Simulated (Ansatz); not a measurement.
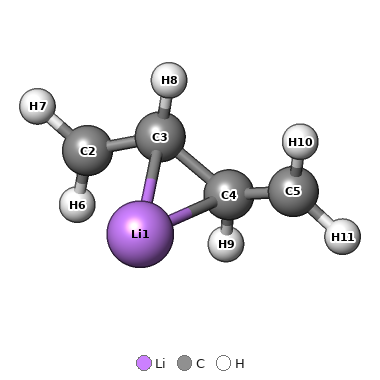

The system is C₄H₆Li, charge +1; the picture shows the reference structure. Coordinates scanned: (1) separation of C3 and Li1 along their line in the relaxed pair; (2) sideways slip of Li1. Nothing is relaxed (both partners rigid). The grid has 11 × 11 points. At 6 points there is no value (left out of the scan, as a rule where atoms come close). Points are written as (first, second). Energies are in kcal/mol, from the lowest grid point. Theory: RKS PBE0-D4/def2-SVPD (Ansatz 0.2.0).

Its coordinates:

```xyz
11

Li   -1.2359    1.0616   -0.8696
C     0.9372   -0.3733   -1.5540
C     0.7129    0.0958   -0.3104
C    -0.3432   -0.4137    0.5699
C    -0.7848    0.2429    1.6611
H     0.3816   -1.2274   -1.9543
H     1.7202    0.0497   -2.1855
H     1.3260    0.9218    0.0720
H    -0.8054   -1.3705    0.2949
H    -0.3192    1.1745    1.9983
H    -1.5892   -0.1614    2.2775
```

Range: separation of C3 and Li1 along their line in the relaxed pair from 1.886 to 4.486 Å; sideways slip of Li1 from −2.20 to 2.20 Å.

**What landscape does the calculation give?**

The lowest grid point is at (2.160 Å, 0.00 Å). It is the only kind of minimum in the scanned range. The highest grid point, (1.886 Å, 1.32 Å), lies 91.0 kcal/mol above the lowest. Round the minimum the valley is somewhat tilted: raising the first coordinate shifts the best value of sideways slip of Li1 upwards (coupling k₁₂/√(k₁₁k₂₂) about −0.5).

```tsv
second ↓, first →	1.886	1.990	2.160	2.368	2.607	2.872	3.158	3.464	3.789	4.130	4.486
2.20	–	–	–	44.4	16.9	7.7	7.5	9.8	13.7	17.9	21.3
1.76	–	–	–	30.9	11.8	5.6	6.3	8.7	13.1	17.4	20.9
1.32	91.0	63.9	34.3	15.0	5.9	4.0	6.1	8.7	13.3	17.5	21.0
0.88	39.0	26.2	12.9	5.0	2.4	3.6	6.0	9.7	14.3	18.2	21.4
0.44	15.5	9.0	3.1	0.7	1.6	4.5	6.9	11.4	15.6	19.2	22.0
0.00	6.7	2.8	0.0	0.2	2.6	4.7	8.8	13.2	17.0	20.2	22.8
−0.44	4.8	2.1	0.6	1.5	4.2	6.4	10.8	14.9	18.4	21.2	23.5
−0.88	4.8	2.9	2.1	3.4	5.3	8.4	12.6	16.3	19.5	22.1	24.2
−1.32	5.0	3.8	3.7	5.4	6.8	10.5	14.3	17.8	20.7	23.0	24.8
−1.76	5.2	5.0	5.8	7.2	9.2	12.7	16.2	19.2	21.8	23.9	25.5
−2.20	6.8	7.3	8.3	9.6	12.3	15.3	18.3	20.8	23.0	24.8	26.1
```

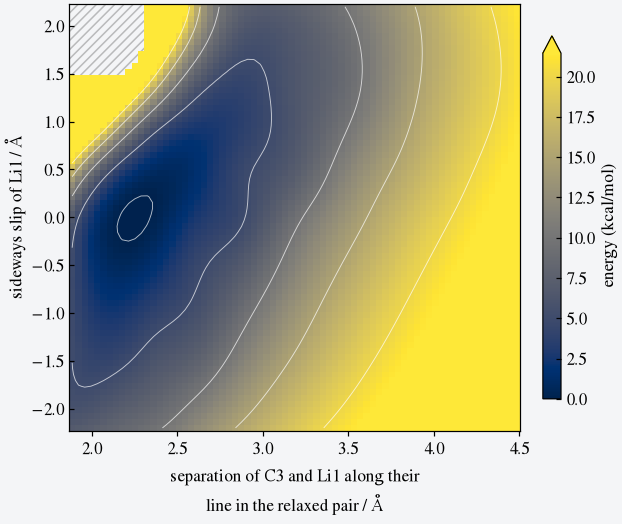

In the figure: a smooth colour map with a few white contour lines, one colour for all values above the top of the scale, hatched blanks where no value was computed. Between grid points the surface is interpolated.

Each point was launched as `ansatz run input.yaml --threads 1 --pin off --max-ram 2560MiB --backend cpu --events-out ev --progress --plain --runs-dir out`. Time for the 115 points that were run: 9.8 min on 1 thread of AMD EPYC 7B13 (Zen 3), with other jobs on the host.
